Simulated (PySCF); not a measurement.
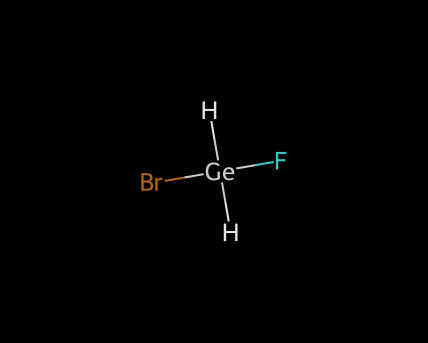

Structural formula above. The computed structure is the end point of a PBE0-D3(BJ)/def2-SVP optimisation. No frequency run is at hand to confirm it as a minimum.

What does the molecule look like in three dimensions?

Formula BrFGeH2. Its SMILES string is `[F][GeH2][Br]`. The point group is Cs. Coordination: 1 Ge tetrahedral.

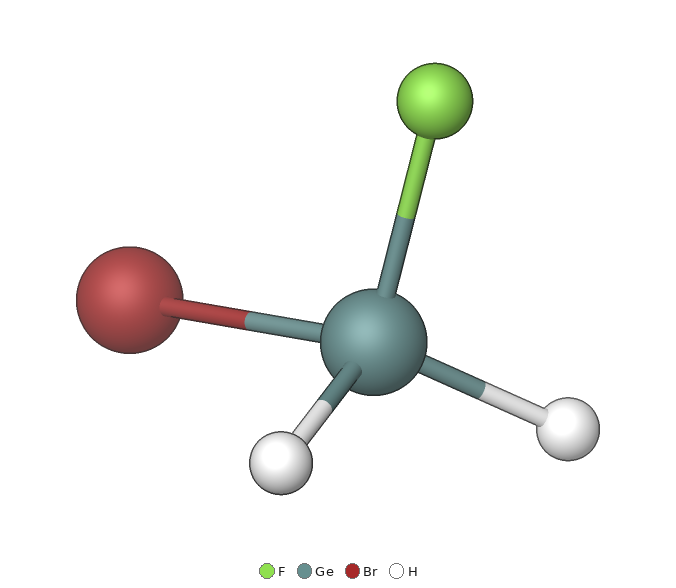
